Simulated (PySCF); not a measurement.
C2N2Se, SMILES `N#C[Se]C#N`.

Level of theory: B3LYP/def2-TZVP (PySCF), at a geometry from GFN2-xTB. No frequency check shows the geometry to be a minimum. GFN2-xTB bond lengths at metals and heavier atoms can be off by up to 0.1 Å and shapes distorted, which carries into these values.

Input

```python
import numpy as np
from pyscf import gto, scf, dft
from pyscf.scf import atom_ks, atom_hf
from scipy.linalg import block_diag

def solve(mol, dm0=None, hcore=None):
    mf = (dft.UKS if mol.spin else dft.RKS)(mol, xc='b3lyp')
    mf.grids.level = 3
    mf = mf.density_fit(auxbasis='def2-universal-jkfit')
    mf.conv_tol, mf.max_cycle = 1e-8, 80
    if hcore is not None:
        mf.get_hcore = lambda *args: hcore
    mf.kernel(dm0)
    if not mf.converged:
        mf = mf.newton().run(mf.mo_coeff, mf.mo_occ, max_cycle=30)
    assert mf.converged, 'SCF not converged'
    return mf

mol = gto.M(atom='''
N      2.17698     1.30029     0.00000
C      1.32561     0.53566     0.00000
Se    -0.00004    -0.72451     0.00000
C     -1.32552     0.53574     0.00000
N     -2.17684     1.30042     0.00000
''', basis='def2-tzvp', charge=0, spin=0, verbose=4)
mf = solve(mol)
mf.analyze()
# spherically averaged free atoms, for the promolecule
atm = atom_ks.get_atm_nrks(mol, xc='b3lyp')
pro = block_diag(*[(atm[a[0]][2] * atm[a[0]][3]) @ atm[a[0]][2].T for a in mol._atom])
np.savez('result.npz', e=mf.e_tot, c=mf.mo_coeff, occ=mf.mo_occ, eps=mf.mo_energy, pro=pro, dip=mf.dip_moment(verbose=0), s2=mf.spin_square()[0])
```

Run with:

```sh
OMP_NUM_THREADS=1 python input.py
```

The run took 19 s on 1 thread of Arm Neoverse V1, with other jobs on the host, peak memory 0.62 GiB.

Partitions, critical points and surface values were worked out afterwards from this run's density.

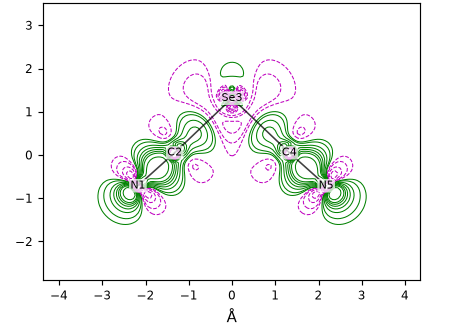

Deformation density (molecule less spherical, spin-averaged free atoms) in the molecular plane; contours at ±0.05 to ±0.8 e/Å³; solid green lines: gain, dashed magenta lines: loss.

### Describe the bonding that the map shows.

C4–N5 and N1–C2: +1.02 e/Å³ at the bond critical point (bond length 1.14 Å, Mayer order 2.9). Se3–C4 and C2–Se3: +0.17 e/Å³ at the bond critical point (bond length 1.83 Å, Mayer order 1.1). In all, 1.5 electrons gather in the regions of gain relative to the promolecule.

### Where do the Hirshfeld charges lie?

The highest Hirshfeld charge is on Se3 (+0.32 e), the lowest on N1 and N5 (−0.18 e).
